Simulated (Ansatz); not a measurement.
The reference is Se (space group P3_121, No. 152; a = 4.507 Å, c = 4.989 Å; made of chains). Axes: x lies along a and z along c of the hexagonal cell.

Modification: the cell is stretched by 1.20 % along y with no lateral relaxation; the atoms relax in the strained cell.

Level of theory: r2SCAN/PAW in Ansatz (an electronic-structure program), no SOC, earlier PAW set.

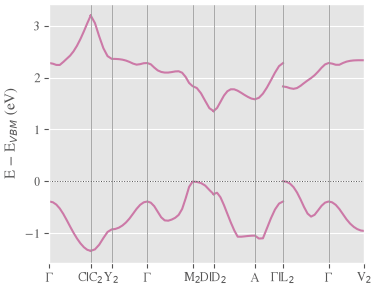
Figure. Highest valence and lowest conduction band along the path of the changed cell's own zone

Q: Read the changed gap and its character from the plot.

A: About 1.4 eV, indirect, L₂ → D.

Stability against distortions was not tested. No dispersion term is included, though the crystal is made of layers, chains or molecules, so its spacings can come out too wide. k-point labels follow each cell's own Brillouin zone.
